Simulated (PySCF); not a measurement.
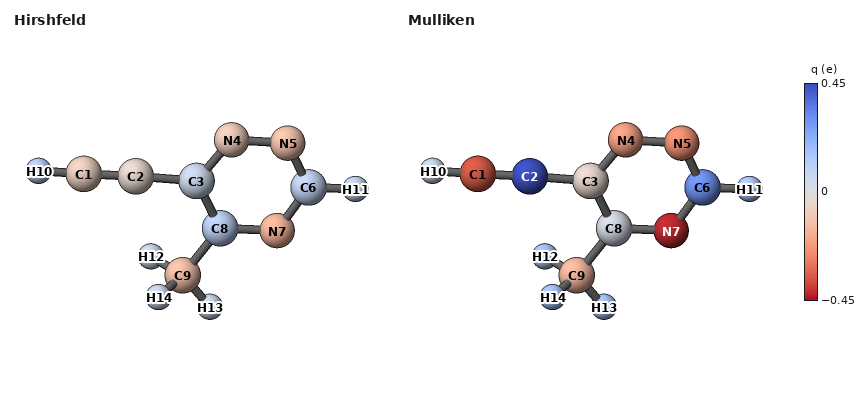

Atomic charges of one calculation by 2 schemes, on one colour scale. The computed structure is the end point of a GFN2-xTB optimisation. No frequency run is at hand to confirm it as a minimum. Method: PBE0/pcSseg-1 (PySCF 2.14.0).

Question. Which scheme gives the most polar picture (largest mean size of the charges)?

Answer. The Mulliken charges are the largest in size here.

Question. On which atom do the schemes disagree most?

Answer. On C2 (from −0.04 to 0.43 e).

List the charges (e), one line for each set of equivalent atoms.

```csv
atom,Hirshfeld,Mulliken
C1,−0.07,−0.34
C2,−0.04,0.43
C3,0.05,−0.04
N4,−0.08,−0.20
N5,−0.11,−0.23
C6,0.08,0.29
N7,−0.15,−0.41
C8,0.10,0.03
C9,−0.12,−0.14
H10,0.10,0.06
H11,0.07,0.12
"H12, H14",0.06,0.15
H13,0.05,0.14
```
